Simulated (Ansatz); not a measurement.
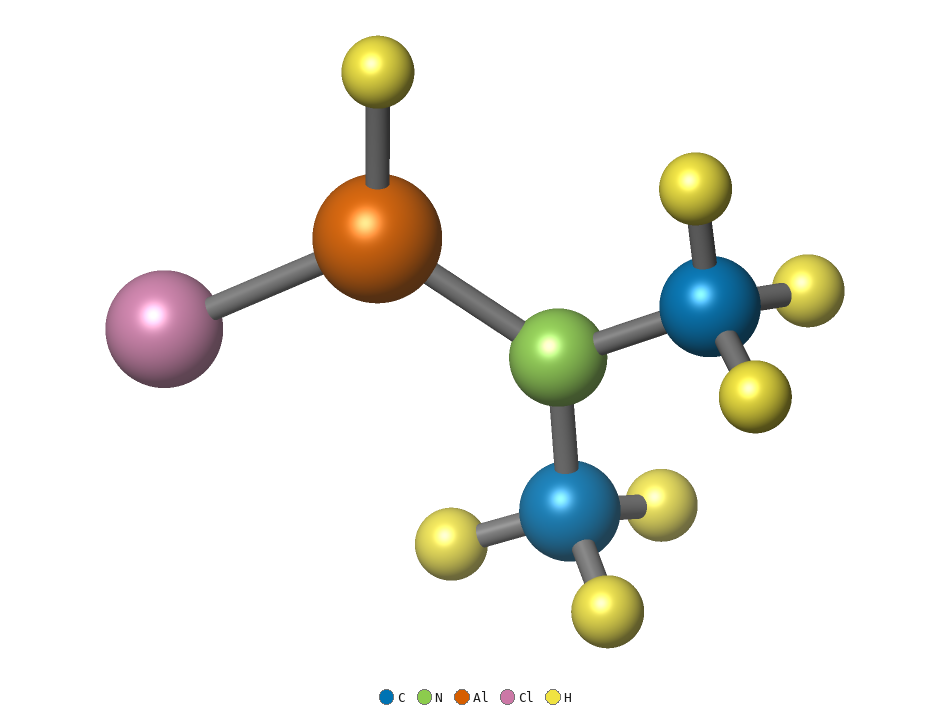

Computed geometry: PBE-D4/def2-SVP optimisation. No frequency run is at hand to confirm it as a minimum.

Give the structural formula.

SMILES: C[N](C)[AlH][Cl]

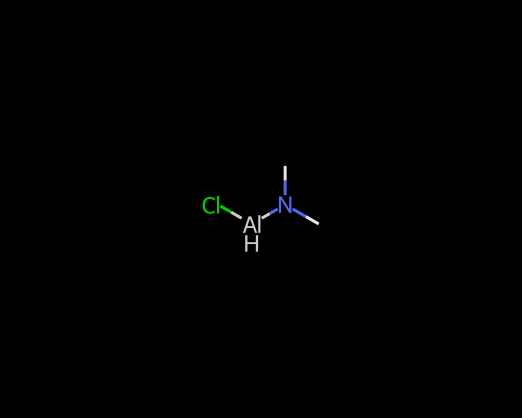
